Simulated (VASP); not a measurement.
Band structure of TiC (relaxed from the NiAs structure, space group P6_3/mmc). Calculation: r2SCAN meta-GGA, VASP's PBE PAW potentials (set 64) (plane waves; VASP).

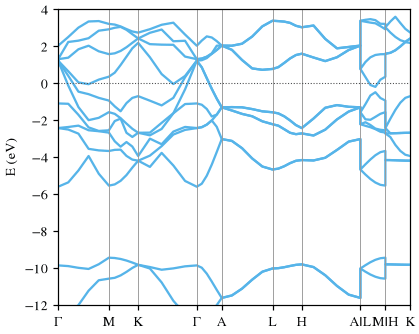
Bands along high-symmetry lines, zero at the valence-band maximum or, without a gap, the Fermi level

Read the plot: is there a gap, and where are the band edges?

It has no gap at this level: it comes out as a metal or semimetal.

The structure was generated: TiC was put into the NiAs type (P6_3/mmc), which need not be its known phase. It was relaxed first, which changed the volume by -44 %.
